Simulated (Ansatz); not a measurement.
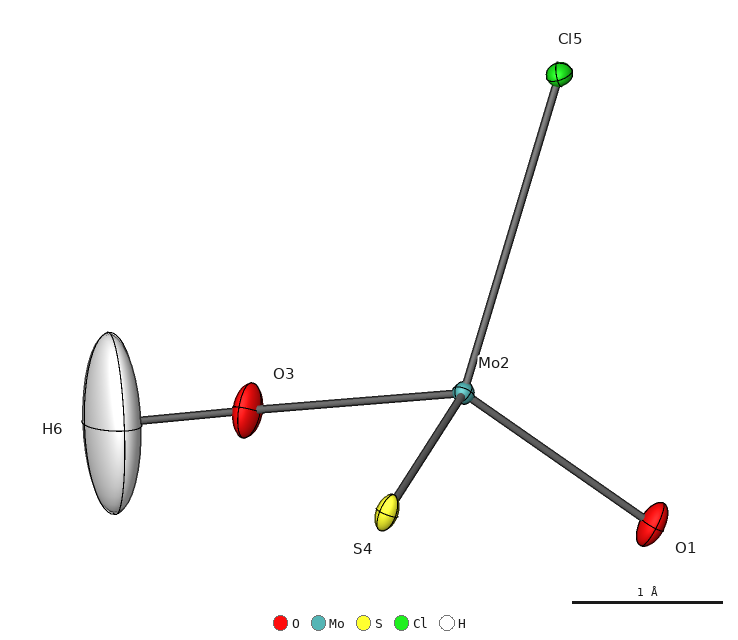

Displacement ellipsoids at the 50 % level, enlarged 1.5 times, from the internal vibrations of the free molecule (harmonic, no overall translation or rotation; no half-axis is drawn under 0.075 Å). Charge 0, singlet. Vibrations computed with RKS PBE0-D4/def2-TZVP, core potentials on Mo (Ansatz 0.2.0). Temperature: 200 K.

Give the displacement parameters, one line for each set of equivalent atoms.

```
atom  U_eq (Å²)   rms amplitudes (Å)
  O1     0.0031  0.036, 0.056, 0.070
 Mo2    0.00042  0.016, 0.022, 0.022
  O3     0.0039  0.040, 0.061, 0.080
  S4     0.0017  0.030, 0.034, 0.056
 Cl5     0.0017  0.034, 0.038, 0.050
  H6     0.0368  0.080, 0.187, 0.263
```
